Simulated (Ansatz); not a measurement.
**C₂H₁₀OSi₂ (SMILES C[SiH2]O[SiH2]C): density, localisation and related maps**

Input file:

```
crystal:
  periodic: [false, false, false]
  atoms:
    - {symbol: C, position_ang: [-2.721477, 0.236826, -0.218873]}
    - {symbol: Si, position_ang: [-1.284367, -0.694605, -0.945511]}
    - {symbol: O, position_ang: [0.086734, -0.416326, -0.095071]}
    - {symbol: Si, position_ang: [1.309239, 0.632931, 0.194579]}
    - {symbol: C, position_ang: [2.708085, -0.267061, 1.019978]}
    - {symbol: H, position_ang: [-2.887355, -0.050337, 0.822167]}
    - {symbol: H, position_ang: [-2.549771, 1.315499, -0.253140]}
    - {symbol: H, position_ang: [-3.635200, 0.022165, -0.780303]}
    - {symbol: H, position_ang: [-1.541878, -2.157924, -0.904973]}
    - {symbol: H, position_ang: [-1.076638, -0.282911, -2.362617]}
    - {symbol: H, position_ang: [1.757827, 1.234686, -1.092938]}
    - {symbol: H, position_ang: [0.812613, 1.731956, 1.069717]}
    - {symbol: H, position_ang: [2.380880, -0.711052, 1.963004]}
    - {symbol: H, position_ang: [3.089153, -1.065489, 0.379119]}
    - {symbol: H, position_ang: [3.530455, 0.420939, 1.234262]}
basis:
  gaussian: {orbitals: def2-TZVPP}
hamiltonian: {xc: pbe0, dispersion: d4}
output: {orbitals: {seedname: orbitals}}
```

Run with:

```sh
ansatz run in.yaml --threads 2 --pin off --events-out ev --progress --plain --max-ram 32768MiB --backend cuda --devices 0, --max-vram 18GiB
```

Geometry: PBE0-D4/def2-TZVP.

Computed with RKS PBE0-D4/def2-TZVPP (Ansatz 0.2.0).

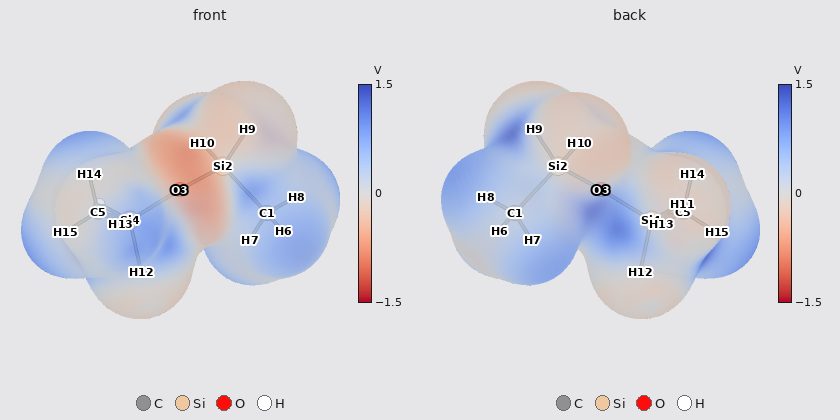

Figure 1. The molecular electrostatic potential painted on the density surface at 0.002 e/bohr³, seen from the front and from behind; red is negative and blue positive.

Where is the surface potential most negative and most positive?

The most negative region (about −0.8 V) lies over O3, the most positive (about +1.1 V) over Si2 and Si4.

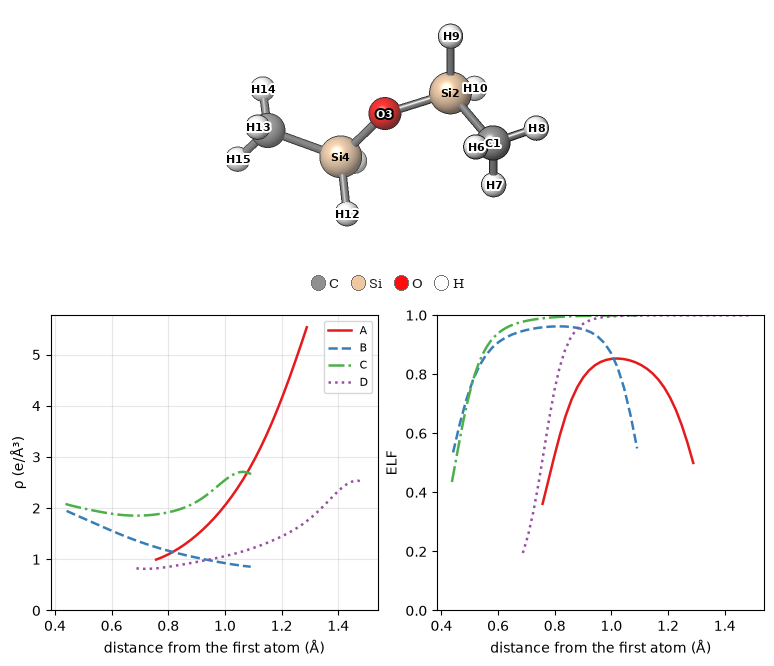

Figure 2. Electron density and electron localisation function along straight lines between neighbouring atoms. The curves leave out the atomic cores. The structure is drawn too.

Which curve belongs to which contact (C–H, C–Si, Si–H and Si–O)? The first atom named is at distance zero.

Curve A: Si–O (1.64 Å): ρ at the midpoint is about 1.2 e/Å³; the ELF peaks at about 0.85 between the atoms (a polar covalent bond). Curve B: C–Si (1.86 Å): ρ at the midpoint is about 1 e/Å³; the ELF peaks at about 0.95 between the atoms; localised, covalent bonding. Curve C: C–H (1.09 Å): ρ is about 1.9 e/Å³ halfway; the ELF climbs to about 1 towards the hydrogen, as it does in any bond to H; a covalent bond by its length. Curve D: Si–H (1.49 Å): the density is about 0.82 e/Å³ at the midpoint; the ELF climbs to about 1 towards the hydrogen.

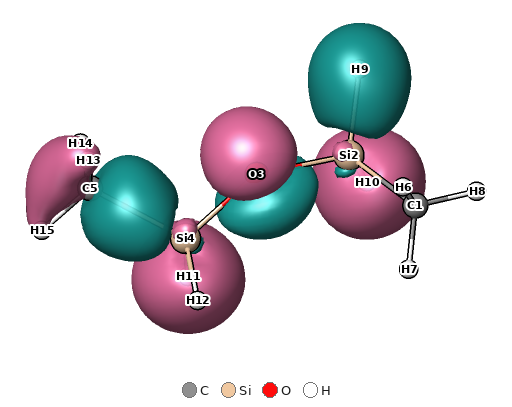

Figure 3. The HOMO−1 at ±0.1 Å⁻³ᐟ² (teal and pink are the two phases), seen at a tilt.

Describe this orbital and give its energy.

By Hirshfeld shares it lies mainly on O3 (about 25 %), Si2 (about 15 %), Si4 (about 15 %), H10 (about 10 %), H11 (about 10 %) and C5 (about 10 %). Its energy is −8.46 eV.
